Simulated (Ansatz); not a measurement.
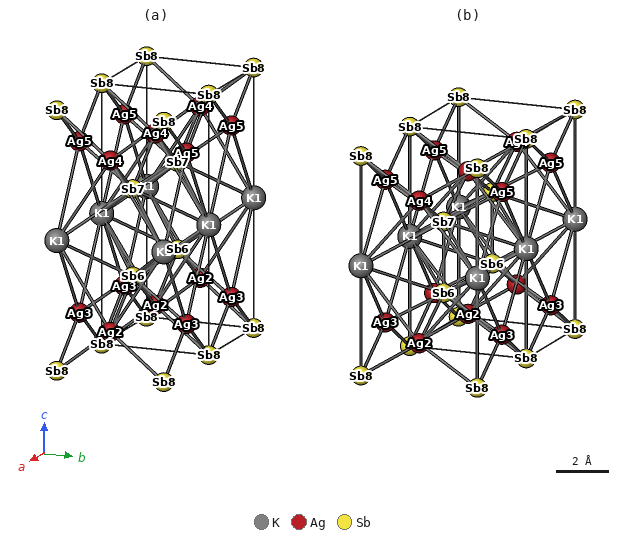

The structure of crystalline KAg$_{4}$Sb$_{3}$ (a generated structure, set up in P4/mmm) before (left) and after (right) a relaxation, at one scale.

The picture is a ball-and-stick view of the cell of the calculation, repeated 2 × 1 × 1 with one cell outlined, seen slightly off an axis.

Computed with DFT PBE, scalar-relativistic, plane waves, PAW (Ansatz 0.2.0). Settings: plane-wave cutoff 420 eV; k-point mesh 8 × 8 × 4; occupations gaussian; smearing width 0.1 eV; no spin polarisation; cell and atoms relaxed; force threshold 0.01 eV/Å; at most 80 steps.

What changed between the two?

Over 8 accepted moves (10 points after the start) the energy falls by 64.8 meV per atom. Largest force component: 0.11 eV/Å at the start, 0.003 eV/Å at the end. Pressure: 0.34 GPa at the start and −0.02 GPa at the end. The SCF was repeated twice at an unchanged geometry on a basis and grid sized afresh for the cell, which shifted the energy by 0.3 meV per atom at most. The largest moves relative to the cell, 0.042 Å, are those of Sb6 and Sb7. Sb7 goes along −c. Largest moves by element: Sb 0.042 Å, Ag 0.036 Å. K stays in place. The drawn cell changes as follows: a = b 4.500 → 4.896 Å (+8.8 %), c 10.436 → 8.793 Å (−15.7 %); the volume changes by −0.3 %. Among the contacts that change: K1–Sb8 5.218 → 4.397 Å, Sb6–Sb7 3.499 → 2.864 Å, Ag2–Ag4 3.571 → 3.080 Å, K1–Ag2 4.104 → 3.762 Å. Among the angles between lasting bonds that change: K1–Ag5–K1 66.5° → 81.2°, K1–Ag5–Sb8 95.2° → 81.6°, Sb7–Ag5–Sb7 106.4° → 119.6°. The space group stays P4/mmm (No. 123).
